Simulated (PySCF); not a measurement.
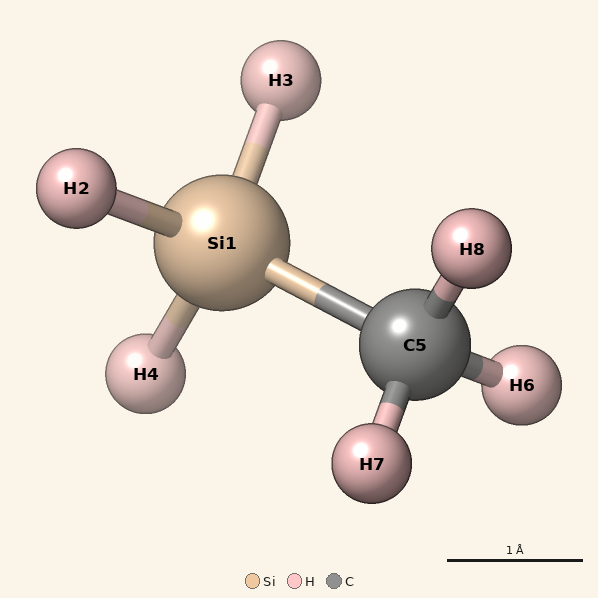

Orthographic view. Distant atoms are faded towards the background colour. The computed structure is the end point of a PBE0-D4/def2-TZVP optimisation. No frequency run is at hand to confirm it as a minimum.

Write a Z-matrix (Å, degrees) in the order of the atom numbers, with these reference atoms: 2 to 1; 3 to 1, 2; 4 to 1, 2, 3; 5 to 1, 4, 3; 6 to 5, 1, 4; 7 to 5, 6, 1; 8 to 5, 7, 6.

```
Si 
H    1   1.488
H    1   1.488   2   108.2
H    1   1.488   2   108.2   3  -117.0
C    1   1.871   4   110.7   3  -121.5
H    5   1.092   1   110.8   4    59.7
H    5   1.092   6   108.1   1   121.6
H    5   1.092   7   108.1   6  -116.8
```
